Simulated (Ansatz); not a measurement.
# Starting-point dependence of the GW gap of SiO2 (Fddd)

One-shot GW is not self-consistent; how far does the start matter for SiO2 (Fddd)?

Method: G0W0 on several functionals, plane waves, PAW, in Ansatz 0.2.0.

In doubt: masses and optical values from hybrid runs of this build are listed as unsure (step 4), which bears on the screening that GW takes from such a start.

### 1. Set-up

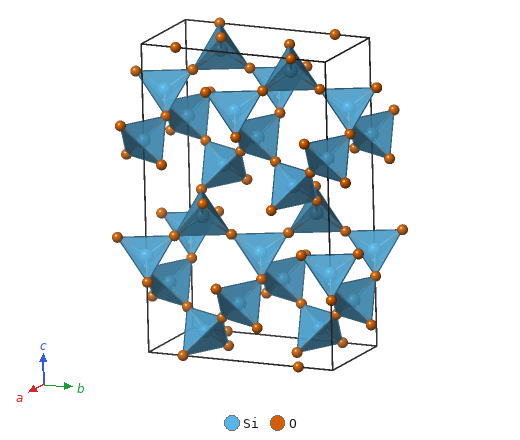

The starting structure, seen slightly off an axis (silicon blue, oxygen orange). This picture shows the conventional cell, with its axes. Bonds to atoms that aren't drawn are left out. Some periodic images of atoms are drawn too.

The cell and positions are those that the Materials Project relaxed with its own functionals (PBE, PBE+U or r2SCAN), kept fixed.

### 2. G0W0 on LDA

G0W0 replaces the xc potential by the self-energy, built once from these orbitals. Only a window of levels is corrected, while the sums run over the empty bands that the input names. This step takes PAW set soft_1 files.

This step: G0W0 on LDA, plane waves, PAW; PAW set soft_1.

input.yaml

```yaml
crystal:
  lattice:
    - [0.0, 4.71625711, 7.3627753715]
    - [2.3595806657, 0.0, 7.3627753715]
    - [2.3595806657, 4.71625711, 0.0]
  atoms:
    - { symbol: Si, position: [0.56323108, 0.56323108, 0.93676892] }
    - { symbol: Si, position: [0.31323108, 0.31323108, 0.68676892] }
    - { symbol: Si, position: [0.68676892, 0.68676892, 0.31323108] }
    - { symbol: Si, position: [0.93676892, 0.93676892, 0.56323108] }
    - { symbol: O, position: [0.625, 0.125, 0.625] }
    - { symbol: O, position: [0.625, 0.625, 0.125] }
    - { symbol: O, position: [0.625, 0.625, 0.625] }
    - { symbol: O, position: [0.125, 0.625, 0.625] }
    - { symbol: O, position: [0.1865604, 0.8134396, 0.1865604] }
    - { symbol: O, position: [0.8134396, 0.1865604, 0.8134396] }
    - { symbol: O, position: [0.4365604, 0.0634396, 0.4365604] }
    - { symbol: O, position: [0.0634396, 0.4365604, 0.0634396] }
kpoints:
  mp_grid: { grid: [4, 4, 4] }
hamiltonian:
  xc: lda
  pseudopotentials: { kind: paw, azcp: { folder: soft_1 }, xc_functional: pbe }
scf:
  occupations: { method: fixed }
gw:
  n_empty_bands: 417
  ecut_chi: 108
  qp_bands: [v4, c4]
  qp_kpoints: band_edges
  screening: { model: contour_deformation }
```

Command:

```sh
$ ansatz run input.yaml --threads 3 --pin off --max-ram 92160MiB --backend cuda --events-out ev --progress --plain --runs-dir out --devices 1 --max-vram 13GiB
```

Numbers of over 12 decimals in the logs are rounded to 6 here.

Log:

```text
GPUs: using 1 of 1 available (devices: 1).
Engine: ansatz 0.2.0, x86_64-unknown-linux-gnu
Pseudopotentials: kind: paw
Pseudopotential: Si, paw, valence charge 4, recommended cutoff 420 eV (normal), soft_1/Si.paw.azcp
Pseudopotential: O, paw, valence charge 6, recommended cutoff 420 eV (normal), soft_1/O.paw.azcp
Functional definition: SPW92
  exchange = slater_x
  correlation = pw_c
device memory: the entry about to start is reckoned to put 3.9 GiB on a device that reports 59.0 GiB free (of which the cap on the GPU budget leaves the run 13.0 GiB)
GPU FFT provider: cuFFT
GPU libraries: cuBLAS 13.8.2, cuFFT 12.4.0, cuSOLVER 12.3.4
Crystal: 12 atoms, lattice volume = 163.872 Å³
Basis set: ecut = 420 eV, 3169 PW (Γ)
Bands: 44, of which v1, the nominal top of the filled ones, is band 32 counted from 1 (31 counted from 0)
Symmetry: 8 space group operations
Space group: Fddd (ITA 70), of the structure as read, at distance tolerance 5.5e-5 Å
k-points: 18 of 64
Non-local potential: Si, projectors of the file, l = 0: 2, l = 1: 2, l = 2: 1
Non-local potential: O, projectors of the file, l = 0: 2, l = 1: 2, l = 2: 1
PAW form: soft (Blöchl's): semilocal exchange-correlation on the pseudo side does not see the compensation charge
PAW frozen core: Si, regenerated for the run's functional, and the local potential with it (the file was generated under x = pbe(κ = 0.804, μ = 0.219515), c = pbe(β = 0.066725))
PAW frozen core: O, regenerated for the run's functional, and the local potential with it (the file was generated under x = pbe(κ = 0.804, μ = 0.219515), c = pbe(β = 0.066725))
PAW one-centre angular grid: Si, 110 points (default); XC on 64 Gauss nodes
PAW one-centre angular grid: O, 110 points (default); XC on 64 Gauss nodes
Initial density: superposition of atomic densities (chi_scale 0.1, normalization cell, long waves kept (reshape's long-wave potential 0.01 eV rms))
Initial wavefunctions: pseudopotential atomic-orbital guess
GPU buffer pool allocated for 116640 grid points (all kernels)
GPU transforms: local potential and band sums: pruned to the plane-wave sphere, on 60×54×36
Functional: x = slater, c = lda
SCF iter   1: F=—  HF=-6897.269031 eV  |F-HF|=—  |Δ(HF+E_count)|=         —  Δρ=1.22e-1  dr2=2.19e1  ethr=3.10e-3  ⟨swp⟩=4.8  Hψ=3262  notcnv=0  defer=148
preconditioner: auto → Resta (q_TF=auto, 2.333 Å⁻¹)  ε∞=2.7  [insulator: Δε(μ)=7.136 eV  Ē_g=17.907 eV  n_scr=30 (ndim 8)  ℏωp=23.2 eV  f_vac=0.049  ε∞_Penn≈2.7]
SCF iter   2: F=—  HF=-6891.057086 eV  |F-HF|=—  |Δ(HF+E_count)|=    6.21e0  Δρ=4.17e-2  dr2=1.16e0  ethr=3.10e-3  ⟨swp⟩=3.7  Hψ=2098  notcnv=0  defer=160
SCF iter   3: F=—  HF=-6890.792108 eV  |F-HF|=—  |Δ(HF+E_count)|=   2.65e-1  Δρ=1.96e-2  dr2=3.66e-1  ethr=1.82e-3  ⟨swp⟩=1.9  Hψ=738  notcnv=0  defer=175
SCF iter   4: F=—  HF=-6890.708061 eV  |F-HF|=—  |Δ(HF+E_count)|=   8.40e-2  Δρ=1.59e-3  dr2=3.17e-3  ethr=5.72e-4  ⟨swp⟩=3.0  Hψ=1289  notcnv=0  defer=179
SCF iter   5: F=—  HF=-6890.710174 eV  |F-HF|=—  |Δ(HF+E_count)|=   2.11e-3  Δρ=1.30e-3  dr2=2.00e-3  ethr=4.95e-6  ⟨swp⟩=2.6  Hψ=1426  notcnv=0  defer=180
SCF iter   6: F=—  HF=-6890.709742 eV  |F-HF|=—  |Δ(HF+E_count)|=   4.32e-4  Δρ=1.85e-4  dr2=5.88e-5  ethr=3.13e-6  ⟨swp⟩=2.1  Hψ=1155  notcnv=0  defer=180
SCF iter   7: F=—  HF=-6890.709762 eV  |F-HF|=—  |Δ(HF+E_count)|=   2.03e-5  Δρ=5.08e-5  dr2=3.17e-6  ethr=9.19e-8  ⟨swp⟩=2.1  Hψ=1146  notcnv=0  defer=177
SCF iter   8: F=-6890.709766 eV  HF=-6890.709766 eV  |F-HF|=7.34e-8  |Δ(HF+E_count)|=   3.50e-6  Δρ=7.54e-6  dr2=9.25e-8  ethr=1.56e-10  ⟨swp⟩=14.2  Hψ=5069  notcnv=0
SCF 1 converged in 8 iterations: F = -6890.709766 eV  dr2 = 9.25e-8
  greatest PAW one-centre occupation: 0.856 electrons in one spin orbital (limit 2), on the O atom at site 11 (counted from 0), in its partial waves of l = 0
device memory: the entry about to start is reckoned to put 4.8 GiB (of the 4.9 GiB reckoned in all, the device holds 0.1 GiB already) on a device that reports 57.7 GiB free (of which the cap on the GPU budget leaves the run 13.0 GiB)
NSCF: frozen V_eff on 18 k-points
the band table was solved once the SCF had ended and its energy, with any forces and stress, was formed, with the checks that follow a solve (3534 applications of the Hamiltonian). They found nothing against the state; the energy, forces and stress were not computed again (output.eigenvalues in the input reference)
device memory: the entry about to start is reckoned to put 5.1 GiB on a device that reports 57.7 GiB free (of which the cap on the GPU budget leaves the run 13.0 GiB)
NSCF: frozen V_eff on 18 k-points
G₀W₀ screening: q 1/18
[... further progress lines ...]
device memory: the entry about to start is reckoned to put 1.1 GiB on a device that reports 48.5 GiB free (of which the cap on the GPU budget leaves the run 13.0 GiB)
NSCF: frozen V_eff on 1 k-points
device memory: the entry about to start is reckoned to put 1.1 GiB on a device that reports 48.6 GiB free (of which the cap on the GPU budget leaves the run 13.0 GiB)
NSCF: frozen V_eff on 1 k-points
SCF converged after 8 iterations
Free energy (F): -6890.709766 eV
Harris-Foulkes:  -6890.709766 eV  (|F-HF|=7.34e-8)
Internal energy: -6890.709766 eV  (E = F + TS)
E sigma→0 (E₀):  -6890.709766 eV
Fermi energy:    1.447511 eV
--- Per-component energies (eV) ---
  E_band       = -345.440159
  E_kinetic    = 1546.653873
  E_local      = -4240.163944  (includes V_loc(G=0)·N_el)
  E_nonlocal   = 528.931622
  E_hartree    = 1558.261466
  E_xc         = -789.627636
  E_vxc        = -919.888347  (∫ρ·V_xc dr)
  E_paw        = -3165.226850  (= ΣΔE_a)
  E_vpaw       = -377.502226  (= ΣTr[D̂ρ^β])
  E_aug_tail   = 0.006884  (compensation charges beyond the density's cutoff)
  E_ewald      = -2330.657877
  E_core_change = 1.112695  (= ΣΔE_core)
  E_smearing   = -0.000000  (= −TS)
  E_closure    = -0.000000  (closes the sum)
  Σ components = -6890.709766   (vs F -6890.709766, Δ=0.00e0)
--- Band table (eV; the first three rows and the last of 18) ---
  k-point 0: bands = [... 28 lower, 0.8042, 1.0083, 1.4099, 1.4475, 6.9810, 9.5144, 9.5647, 9.9041, ... 8 higher]
  k-point 1: bands = [... 28 lower, 0.6813, 1.0260, 1.2064, 1.2809, 7.9190, 9.9867, 10.0478, 10.2783, ... 8 higher]
  k-point 2: bands = [... 28 lower, 0.8286, 0.8734, 1.1237, 1.1847, 9.4064, 9.9763, 10.2058, 10.7001, ... 8 higher]
  k-point 17: bands = [... 28 lower, 0.8148, 0.8148, 1.2814, 1.2814, 8.1256, 8.1256, 10.0021, 10.0021, ... 8 higher]
--- G₀W₀: contour deformation, 5 samples at zero and on the imaginary axis and 2 off it, 64 q-points, 417 empty bands' worth ---
  eigenvalues of the whole cell's RPA ε∞ on this k-mesh (on a slab, of 1 + 4πα/V) = 2.2735, 2.3242, 2.3365; static W/v taken at q = 0 is 0.433107
  bands read: the sum over 449 bands ends inside a degenerate multiplet in 6 slots, whose members it reads at an even weight; the widest, k=6: bands 449 to 450 (counted from 1) at 1/2 each
  gw.qp_kpoints: band_edges: 18 of 18 stored k-points solved, in 1 pass; an edge of the gap read off the rows below is read off those points alone
    ik  band        ε_KS         Σx   Σc(E_QP)       V_xc       Z   E_QP_lin       E_QP  E_QP is
     0    29      0.8042   -26.3416     4.2183   -20.5507  0.8052    -0.7898    -0.7684  root
     0    30      1.0083   -26.5876     4.2866   -20.7265  0.8039    -0.5877    -0.5661  root
     0    31      1.4099   -26.9245     4.2281   -21.2008  0.8053    -0.1042    -0.0857  root
     0    32      1.4475   -26.5903     4.2314   -20.8379  0.8048    -0.0931    -0.0735  root
     0    33      6.9810    -6.9733    -3.3108   -11.7613  0.8695     8.4696     8.4581  root
     0    34      9.5144    -6.1078    -3.8777   -11.8416  0.8623    11.3919    11.3704  root
     0    35      9.5647    -5.5973    -3.8463   -11.2726  0.8638    11.4144    11.3937  root
     0    36      9.9041    -7.7439    -3.6060   -13.2195  0.8539    11.7968    11.7736  root
     1    29      0.6813   -26.1489     4.2695   -20.2685  0.8032    -0.9530    -0.9296  root
     1    30      1.0260   -26.4125     4.2422   -20.6081  0.8046    -0.5573    -0.5361  root
     1    31      1.2064   -26.5855     4.2252   -20.8281  0.8050    -0.3457    -0.3258  root
     1    32      1.2809   -26.5693     4.2412   -20.7950  0.8044    -0.2723    -0.2522  root
     1    33      7.9190    -7.4924    -3.3266   -12.4070  0.8641     9.5212     9.5071  root
     1    34      9.9867    -7.2335    -3.8444   -13.0057  0.8560    11.9392    11.9146  root
     1    35     10.0478    -7.1512    -3.7846   -12.8362  0.8561    11.9722    11.9482  root
     1    36     10.2783    -6.2082    -3.8405   -11.9268  0.8585    12.1798    12.1564  root
     2    29      0.8286   -26.1856     4.2536   -20.3406  0.8033    -0.7855    -0.7628  root
     2    30      0.8734   -26.2795     4.2487   -20.4582  0.8036    -0.7211    -0.6992  root
     2    31      1.1237   -26.6072     4.2390   -20.8282  0.8048    -0.4365    -0.4163  root
     2    32      1.1847   -26.6396     4.2481   -20.8509  0.8045    -0.3762    -0.3559  root
     2    33      9.4064    -7.4892    -3.6212   -12.8954  0.8581    11.2117    11.1914  root
     2    34      9.9763    -7.5173    -3.5047   -12.8221  0.8559    11.7977    11.7764  root
     2    35     10.2058    -9.5201    -4.1750   -15.8945  0.8478    12.4388    12.4051  root
     2    36     10.7001    -6.2928    -3.8835   -12.0822  0.8578    12.6308    12.6059  root
[...]
17    29      0.8148   -25.9232     4.2122   -20.1120  0.8039    -0.8071    -0.7842  root
    17    30      0.8148   -25.9232     4.2122   -20.1120  0.8039    -0.8071    -0.7842  root
    17    31      1.2814   -26.5485     4.2102   -20.8144  0.8053    -0.2621    -0.2425  root
    17    32      1.2814   -26.5485     4.2102   -20.8144  0.8053    -0.2621    -0.2425  root
    17    33      8.1256    -7.6193    -3.3255   -12.5606  0.8626     9.7563     9.7414  root
    17    34      8.1256    -7.6193    -3.3255   -12.5606  0.8626     9.7563     9.7414  root
    17    35     10.0021    -6.5266    -3.8107   -12.2452  0.8578    11.9337    11.9099  root
    17    36     10.0021    -6.5266    -3.8107   -12.2452  0.8578    11.9337    11.9099  root
```

The job ended after 55 s (1 × NVIDIA H100 80GB HBM3 (shared by 6 runs) with 3 threads of AMD EPYC 7R13 (Zen 3), shared host; peak memory 2.1 GiB; 94 s of CPU time).

In the SCF lines HF is the Harris–Foulkes energy and dr2 the Hartree energy of the density residual, in eV; the loop may stop once dr2 is under the threshold and the program's other checks hold. Hψ counts applications of the Hamiltonian.

This step gave:

- bands summed: 449
- RPA ε∞ on this mesh (eigenvalues): 2.273, 2.324, 2.337
- plane waves in the screening matrix: 425
- q-points in the mesh: 64
- G0W0 gap on the mesh: 8.532 eV
- k of the valence top: 0, 0, 0
- k of the conduction bottom: 0, 0, 0
- starting gap on the mesh: 5.533 eV
- Z at the valence top: 0.8048
- Z at the conduction bottom: 0.8695
- least direct G0W0 gap on the computed points: 8.532 eV

The gap on the mesh goes from 5.53 eV to 8.53 eV, a correction of +3.00 eV. Between the two edge states, bare exchange in place of the xc potential would open the gap by 10.54 eV, and correlation takes back 7.54 eV.

### 3. G0W0 on r2SCAN

One-shot GW remembers its start. Another functional's orbitals and levels show by how much.

This step: G0W0 on r2SCAN, plane waves, PAW; PAW set soft_1.

input.yaml, as its differences from that of step 2:

```diff
@@ -21,4 +21,4 @@
 hamiltonian:
-  xc: lda
-  pseudopotentials: { kind: paw, azcp: { folder: soft_1 }, xc_functional: pbe }
+  xc: r2scan
+  pseudopotentials: { kind: paw, azcp: { folder: soft_1 } }
 scf:
```

Log:

```text
GPUs: using 1 of 1 available (devices: 1).
[...]
GPU FFT provider: cuFFT
GPU libraries: cuBLAS 13.8.2, cuFFT 12.4.0, cuSOLVER 12.3.4
Crystal: 12 atoms, lattice volume = 163.872 Å³
Basis set: ecut = 500 eV, 4155 PW (Γ), exchange–correlation on 256×240×160 points (64 copies of the dense FFT grid, shifted against one another)
Bands: 44, of which v1, the nominal top of the filled ones, is band 32 counted from 1 (31 counted from 0)
Symmetry: 8 space group operations
[...]
k-points: 18 of 64
[...]
GPU buffer pool allocated for 153600 grid points (all kernels)
[...]
SCF iter   1: F=—  HF=-7125.324594 eV  |F-HF|=—  |Δ(HF+E_count)|=         —  Δρ=1.27e-1  dr2=2.42e1  dr2_τ=2.78e0  ethr=3.10e-3  ⟨swp⟩=4.8  Hψ=3275  notcnv=0  defer=151
[...]
SCF iter   8: F=-7120.221739 eV  HF=-7120.221739 eV  |F-HF|=8.03e-8  |Δ(HF+E_count)|=   2.58e-6  Δρ=5.81e-6  dr2=6.00e-8  dr2_τ=4.81e-9  ethr=1.56e-10  ⟨swp⟩=14.4  Hψ=5073  notcnv=0
SCF 1 converged in 8 iterations: F = -7120.221739 eV  dr2 = 6.00e-8
[...]
NSCF: frozen V_eff on 18 k-points
[...]
G₀W₀ screening: q 1/18
[... further progress lines ...]
[...]
SCF converged after 8 iterations
Free energy (F): -7120.221739 eV
[...]
Internal energy: -7120.221739 eV  (E = F + TS)
E sigma→0 (E₀):  -7120.221739 eV
Fermi energy:    1.323087 eV
[...]
--- Band table (eV; the first three rows and the last of 18) ---
  k-point 0: bands = [... 28 lower, 0.6783, 0.8777, 1.2811, 1.3231, 7.7214, 10.5068, 10.5297, 10.7823, ... 8 higher]
  k-point 1: bands = [... 28 lower, 0.5562, 0.9046, 1.0832, 1.1554, 8.6785, 10.9113, 11.0160, 11.2403, ... 8 higher]
  k-point 2: bands = [... 28 lower, 0.7079, 0.7490, 0.9986, 1.0581, 10.2481, 10.8279, 11.2371, 11.6748, ... 8 higher]
  k-point 17: bands = [... 28 lower, 0.7008, 0.7008, 1.1592, 1.1592, 8.8915, 8.8915, 10.9559, 10.9559, ... 8 higher]
[...]
0    29      0.6783   -26.4582     3.9921   -20.9771  0.8228    -0.8267    -0.8107  root
     0    30      0.8777   -26.6894     4.0496   -21.1609  0.8217    -0.6171    -0.6012  root
     0    31      1.2811   -26.9965     3.9964   -21.6066  0.8229    -0.1258    -0.1123  root
     0    32      1.3231   -26.6844     4.0034   -21.2566  0.8225    -0.1157    -0.1013  root
     0    33      7.7214    -6.4986    -3.0950   -10.6776  0.8838     8.8104     8.8053  root
     0    34     10.5068    -5.7951    -3.5495   -10.5681  0.8769    11.7377    11.7303  root
     0    35     10.5297    -5.2130    -3.5050    -9.9057  0.8786    11.7242    11.7173  root
     0    36     10.7823    -7.1708    -3.2943   -11.8311  0.8707    12.1580    12.1482  root
[...]
17    33      8.8915    -7.0714    -3.0941   -11.3752  0.8781    10.1079    10.1012  root
    17    34      8.8915    -7.0714    -3.0941   -11.3752  0.8781    10.1079    10.1012  root
    17    35     10.9559    -6.0904    -3.4701   -10.8654  0.8735    12.2696    12.2608  root
    17    36     10.9559    -6.0904    -3.4701   -10.8654  0.8735    12.2696    12.2608  root
```

The job ended after 64 s (1 × NVIDIA H100 80GB HBM3 (shared by 6 runs) with 3 threads; peak memory 2.6 GiB).

This step gave:

* bands summed: 449
* RPA ε∞ on this mesh (eigenvalues): 2.104, 2.145, 2.153
* plane waves in the screening matrix: 425
* q-points in the mesh: 64
* G0W0 gap on the mesh: 8.907 eV
* k of the valence top: 0, 0, 0
* k of the conduction bottom: 0, 0, 0
* starting gap on the mesh: 6.398 eV
* Z at the valence top: 0.8225
* Z at the conduction bottom: 0.8838
* least direct G0W0 gap on the computed points: 8.907 eV

Against the run with 4×4×4 mesh, 417 empty bands, screening to 108 eV, PAW set soft_1 files on LDA, the gap moves by +0.38 eV, while the start moved by +0.86 eV.

### 4. G0W0 on HSE06

This step: G0W0 on HSE06, plane waves, PAW; PAW set soft_1.

input.yaml, as its differences from that of step 3:

```diff
@@ -21,3 +21,3 @@
 hamiltonian:
-  xc: r2scan
+  xc: hse06
   pseudopotentials: { kind: paw, azcp: { folder: soft_1 } }
```

Log:

```text
GPUs: using 1 of 1 available (devices: 1).
[...]
davidson cushion auto → on  (no smearing: the cushion is to keep the highest requested band from converging to the state above it; pin scf.eigensolver.cushion to override)
[...]
GPU FFT provider: cuFFT
GPU libraries: cuBLAS 13.8.2, cuFFT 12.4.0, cuSOLVER 12.3.4
Crystal: 12 atoms, lattice volume = 163.872 Å³
Basis set: ecut = 420 eV, 3169 PW (Γ)
[...]
0    35     10.7652    -5.2225    -3.4035    -9.7371  0.8885    11.8813    11.8763  root
     0    36     11.0979    -7.0184    -3.1792   -11.3761  0.8818    12.2823    12.2763  root
[...]
17    33      9.2149    -6.9176    -2.9894   -10.9139  0.8884    10.2257    10.2218  root
    17    34      9.2149    -6.9176    -2.9894   -10.9139  0.8884    10.2257    10.2218  root
    17    35     11.2185    -6.0290    -3.3650   -10.5856  0.8840    12.4161    12.4100  root
    17    36     11.2185    -6.0290    -3.3650   -10.5856  0.8840    12.4161    12.4100  root
[key lines of the parts left out:]
Free energy (F): -7097.613500 eV
Fermi energy:    0.449176 eV
```

It took 2.2 min on 1 × NVIDIA H100 80GB HBM3 (shared by 6 runs) with 3 threads; peak memory 2.7 GiB; 3.1 min of CPU time.

Numbers from this step:

```yaml
bands_summed: 449
rpa_eps_infinity_on_this_mesh_eigenvalues: 2.008, 2.042, 2.050
plane_waves_in_the_screening_matrix: 425
g0w0_gap_on_the_mesh: 9.362 eV
k_of_the_valence_top: 0, 0, 0
k_of_the_conduction_bottom: 0, 0, 0
starting_gap_on_the_mesh: 7.586 eV
least_direct_g0w0_gap_on_the_computed_points: 9.362 eV
```

Against the run with 4×4×4 mesh, 417 empty bands, screening to 108 eV, PAW set soft_1 files on r2SCAN, the gap moves by +0.46 eV, while the start moved by +1.19 eV.

### 5. Side by side

All on the 4×4×4 mesh with 417 empty bands and screening to 108 eV. Times are wall times on 1 × NVIDIA H100 80GB HBM3 (shared by 6 runs) with 3 threads of AMD EPYC 7R13 (Zen 3), shared host, good to a factor of about two.

| start | starting gap (eV) | shift (eV) | G0W0 gap (eV) | RPA ε∞ (harmonic mean) | Z (valence, conduction) | time |
| --- | --- | --- | --- | --- | --- | --- |
| LDA | 5.53 | +3.00 | 8.53 | 2.31 | 0.80, 0.87 | 55 s |
| r2SCAN | 6.40 | +2.51 | 8.91 | 2.13 | 0.82, 0.88 | 64 s |
| HSE06 | 7.59 | +1.78 | 9.36 | 2.03 | 0.84, 0.89 | 2.2 min |

How the two edges are built up, in eV (the quasiparticle level is the starting level plus Σx plus Σc less Vxc):

| run | edge | start | Σx | Σc | Vxc | Z | QP |
| --- | --- | --- | --- | --- | --- | --- | --- |
| LDA | valence top | 1.45 | -26.59 | 4.23 | -20.84 | 0.80 | -0.07 |
| LDA | conduction bottom | 6.98 | -6.97 | -3.31 | -11.76 | 0.87 | 8.46 |
| r2SCAN | valence top | 1.32 | -26.68 | 4.00 | -21.26 | 0.82 | -0.10 |
| r2SCAN | conduction bottom | 7.72 | -6.50 | -3.10 | -10.68 | 0.88 | 8.81 |
| HSE06 | valence top | 0.45 | -26.70 | 3.74 | -22.09 | 0.84 | -0.42 |
| HSE06 | conduction bottom | 8.03 | -6.45 | -2.99 | -10.34 | 0.89 | 8.94 |

For a hybrid start, Vxc holds its share of exact exchange.

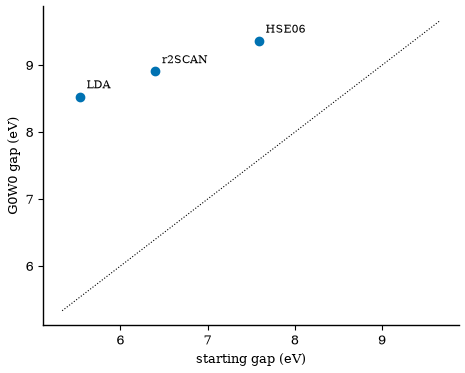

G0W0 gap against starting gap; on the dotted line the correction would vanish.

### 6. Outcome

- G0W0@LDA: 8.53 eV (start 5.53 eV)
- G0W0@r2SCAN: 8.91 eV (start 6.40 eV)
- G0W0@HSE06: 9.36 eV (start 7.59 eV)
- known limits: not at the basis limit

In words: The starting gaps span 2.05 eV and the G0W0 gaps 0.83 eV. Between LDA and HSE06, 0.83 eV of the 2.05 eV survives, 40 %. HSE06 screens less than LDA (ε∞ 2.03 against 2.31). Of the 0.83 eV by which its G0W0 gap is higher, the correlation part gives +0.81 eV, and exchange with the one-particle terms, which follow the orbitals, +0.02 eV. The smallest correction, +1.78 eV, is on HSE06, the start nearest to reproducing itself. Bands and cutoff are finite, so the gap is not at the basis limit. The miss can reach some tenths of an eV and take either sign; the mesh is an error of its own.

[Paths, hosts, dates, memory and timing lines, banners, echoed tables and standing remarks are left out of the program output.]

[Logs are printed without paths, hosts, clocks, repeated set-up lines and the standing remarks that a program may print on its own settings, such as how far it seeks lower states.]

[Runs of the session that timed out or met a known fault of the program may be left out.]

[Cells called generated may have been cut or substituted from an entry of the Crystallography Open Database or the Materials Project.]

[Hosts, paths, dates, database ids (printed as entryN), source tags and the programs' standing remarks are cut or masked in the printed files.]
